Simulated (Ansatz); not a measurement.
**wB97M-V/def2-SVPD run of CH6Ge (methyl germane)**

What is the vertical singlet–triplet gap of CH6Ge (methyl germane) at wB97M-V/def2-SVPD? 

The calculation is run with Ansatz 0.2.0.

28 further runs of the same task are left out: 28 set aside as unsound or not needed.

## (1) Starting point

CH6Ge: 8 atoms, total charge 0, spin state singlet. As SMILES, `[CH3][GeH3]`. The shape is that of a PBE0-D4/def2-TZVP optimisation.

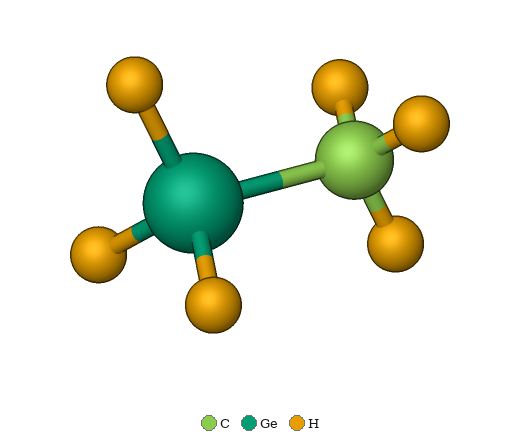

Viewed from a chosen angle; carbon green, germanium teal, hydrogen amber.

## (2) A single-point energy at wB97M-V/def2-SVPD

Input file run.yaml:

```yaml
crystal:
  periodic: [false, false, false]
  atoms:
    - {symbol: C, position_ang: [-0.310900, 0.190300, -0.971400]}
    - {symbol: Ge, position_ang: [0.296900, -0.181900, 0.846700]}
    - {symbol: H, position_ang: [-1.380100, 0.404200, -0.976500]}
    - {symbol: H, position_ang: [0.218800, 1.052200, -1.378400]}
    - {symbol: H, position_ang: [-0.124600, -0.669400, -1.616000]}
    - {symbol: H, position_ang: [0.030700, 1.028200, 1.760100]}
    - {symbol: H, position_ang: [1.807100, -0.479600, 0.857700]}
    - {symbol: H, position_ang: [-0.445700, -1.401200, 1.422100]}
basis:
  gaussian:
    orbitals: def2-SVPD
magnetization:
  spin_polarized: false
  initial_magnetization: 0
hamiltonian:
  xc: {name: wB97M-V}
accuracy: high
output:
  orbitals: {seedname: orbitals}
```

The run is started by

```sh
$ ansatz run run.yaml --threads 1 --pin off --max-ram 3480MiB --events-out events.jsonl --progress --plain --runs-dir runs
```

Output:

```text
Warning: RAYON_NUM_THREADS=1 ignored (pool sized by the plan → 1); use --threads N
Functional definition: wB97M-V
  name "wB97M-V"
  parameter omega = 0.3/bohr
  parameter cx = 0.15
  parameter cx01 = 1.007
  parameter cx10 = 0.259
  parameter css00 = 0.443
  parameter css04 = -1.437
  parameter css10 = -4.535
  parameter css20 = -3.390
  parameter css43 = 4.278
  parameter cos00 = 1.000
  parameter cos10 = 1.358
  parameter cos20 = 2.924
  parameter cos21 = -8.812
  parameter cos60 = -1.390
  parameter cos61 = 9.142
  parameter b = 6.0
  parameter c = 0.01
  gx(w, u) = 1 - cx + cx01*u + cx10*w
  gss(w, u) = css00 + css04*u^4 + css10*w + css20*w^2 + css43*w^4*u^3
  gos(w, u) = cos00 + cos10*w + (cos20 + cos21*u)*w^2 + (cos60 + cos61*u)*w^6
  exchange = spin_sum(e_x_unif_sr(omega)*gx(b97_w, b97_u_x)) + cx*exact_x_sr(omega) + exact_x_lr(omega)
  correlation = spin_sum(e_c_pw_mod_same_spin*gss(b97_w, b97_u_same))
      + integral(e_c_pw_mod_opposite_spin*gos(b97_w_opposite, b97_u_opposite)) + vv10(b, c)
2130 factors; integrals over basis functions are off by at most 4.4e-9 eV
430 factors; integrals over basis functions are off by at most 2.1e-9 eV
mean field evaluation 1: about -57638.6035 eV, gradient 3.2e1 eV
mean field evaluation 2: about -57639.3640 eV, gradient 2.6e1 eV
mean field evaluation 4: about -57640.7259 eV, gradient 8.4e-1 eV
mean field evaluation 8: about -57640.7573 eV, gradient 7.5e-3 eV
mean field evaluation 16: about -57640.7573 eV, gradient 1.3e-6 eV
mean field -57640.75734555 eV, -2118.2587621405 hartree, gradient 4.1e-8 eV, S^2 0.000000; 0 other end points of the search recorded, 0 dependent functions left out
reference -57640.75735089 eV, -2118.2587623365 hartree; 22, 22 occupied and 84, 84 virtual orbitals, 2130 factors
Total energy: -57640.75735089 eV, -2118.2587623365 hartree
```

Run time: 63 s. Hardware: 1 thread of Arm Neoverse V1, shared host; peak memory 0.62 GiB.

## (3) The triplet at the same level

Input file in.yaml:

```yaml
crystal:
  periodic: [false, false, false]
  atoms:
    - symbol: C
      position_ang: [-0.310900, 0.190300, -0.971400]
    - symbol: Ge
      position_ang: [0.296900, -0.181900, 0.846700]
    - symbol: H
      position_ang: [-1.380100, 0.404200, -0.976500]
    - symbol: H
      position_ang: [0.218800, 1.052200, -1.378400]
    - symbol: H
      position_ang: [-0.124600, -0.669400, -1.616000]
    - symbol: H
      position_ang: [0.030700, 1.028200, 1.760100]
    - symbol: H
      position_ang: [1.807100, -0.479600, 0.857700]
    - symbol: H
      position_ang: [-0.445700, -1.401200, 1.422100]
basis:
  gaussian:
    orbitals: def2-SVPD
magnetization:
  spin_polarized: true
  initial_magnetization: 2
hamiltonian:
  xc: {name: wB97M-V}
accuracy: high
output: {orbitals: {seedname: orbitals}}
```

The run is started by

```sh
$ ansatz run in.yaml --threads 1 --pin off --max-ram 3480MiB --events-out events.jsonl --progress --plain --runs-dir runs
```

Output, cut to the lines that bear on the results:

```text
Warning: RAYON_NUM_THREADS=1 ignored (pool sized by the plan → 1); use --threads N
[... 2 set-up lines as earlier in the session ...]
[...]
  gx(w, u) = 1 - cx + cx01*u + cx10*w
  gss(w, u) = css00 + css04*u^4 + css10*w + css20*w^2 + css43*w^4*u^3
  gos(w, u) = cos00 + cos10*w + (cos20 + cos21*u)*w^2 + (cos60 + cos61*u)*w^6
[...]
      + integral(e_c_pw_mod_opposite_spin*gos(b97_w_opposite, b97_u_opposite)) + vv10(b, c)
2130 factors; integrals over basis functions are off by at most 4.4e-9 eV
430 factors; integrals over basis functions are off by at most 2.1e-9 eV
[...]
mean field -57632.55552999 eV, -2117.9573509779 hartree, gradient 2.9e-8 eV, S^2 2.002350; 6 other end points of the search recorded, 0 dependent functions left out
reference -57632.55553435 eV, -2117.9573511381 hartree; 23, 21 occupied and 83, 85 virtual orbitals, 2130 factors
Total energy: -57632.55553435 eV, -2117.9573511381 hartree
```

It took 3.6 min on 1 thread of Arm Neoverse V1, shared host; peak memory 1.1 GiB.

## (4) Outcome

Level: wB97M-V/def2-SVPD.

| quantity | value |
| --- | --- |
| singlet: total energy | -2118.25876 Eh |
| singlet: HOMO energy | -11.18 eV |
| singlet: LUMO energy | 1.35 eV |
| singlet: HOMO–LUMO gap | 12.53 eV |
| triplet: total energy | -2117.95735 Eh |
| triplet: HOMO energy (highest over α and β) | -3.52 eV |
| triplet: ⟨S²⟩ | 2.002 |
| vertical energy of the triplet above the singlet | 8.202 eV |

**Reading.** At this shape the triplet lies 8.20 eV (189 kcal/mol) above the singlet.
